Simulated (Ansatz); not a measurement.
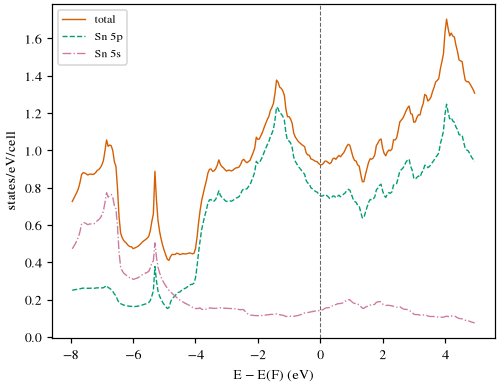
Figure: Total and projected density of states of Sn (β-Sn type, space group No. 141), PBEsol in the plane-wave PAW code Ansatz

**Question.** Which orbitals carry the states next to the Fermi level?

**Answer.** Within 0.5 eV of the Fermi level: Sn 5p 82 %, Sn 5s 15 %. Projections are on Löwdin-orthogonalised atomic valence shells; empty p or d shells of many metals are not among them.

**Question.** Where is the tallest occupied peak in this window, and what makes it?

**Answer.** Near -1.4 eV, about 1.4 states/eV per cell; the largest projected share is Sn 5p.

Space group I4_1/amd (β-Sn type). Symmetry was held in the PBEsol relaxation. Scalar-relativistic: spin–orbit coupling is off unless named, which matters more the heavier the elements.

Potentials: the later of the program's two PAW sets.
